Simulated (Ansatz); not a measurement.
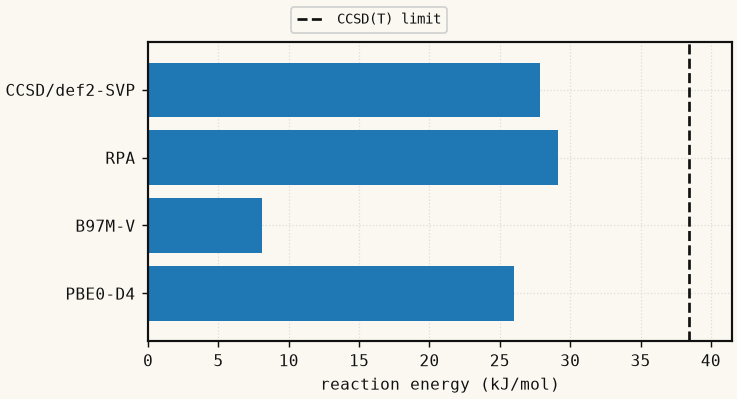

Electronic reaction energy of MgNH₂Br ([NH2][Mg][Br]) + H₂ ([H][H]) → MgHBr ([MgH][Br]) + NH₃ (N) (SMILES in brackets) at several levels (functionals in def2-TZVPP unless a basis is named), isolated molecules at PBE0-D4 triple-zeta geometries, minima by their frequencies, no zero-point or thermal terms, the Ansatz code. The line is frozen-core CCSD(T) at the basis limit (MP2 extrapolated from triple and quadruple zeta, plus CCSD(T) less MP2 in a smaller set). RPA holds a correlation term that converges slowly with the basis, so part of the distance to the limit is basis error. The distance of CCSD/def2-SVP to the limit includes basis error. The limit lies 5.8 kJ/mol from CCSD(T)/def2-TZVPP, so the line itself is uncertain by a part of that.

Question: What do zero-point energy and temperature add?

Answer: Zero-point change 14.7 kJ/mol; at 298.15 K and 1 bar the CCSD(T) limit plus thermal terms gives an enthalpy of reaction of 49.5 and a free energy of 46.1 kJ/mol (harmonic PBE0-D4 modes, ideal gas).

Question: Give the values.

Answer:
```tsv
level	kJ/mol	less CCSD(T) limit
CCSD/def2-SVP	27.8	−10.6
RPA	29.1	−9.3
B97M-V	8.1	−30.4
PBE0-D4	26.0	−12.4
CCSD(T) limit	38.4	0.0
```

Caveats: no scalar relativity up to krypton; outer-core shells are correlated without core-valence functions, which makes the correlated values less sure.
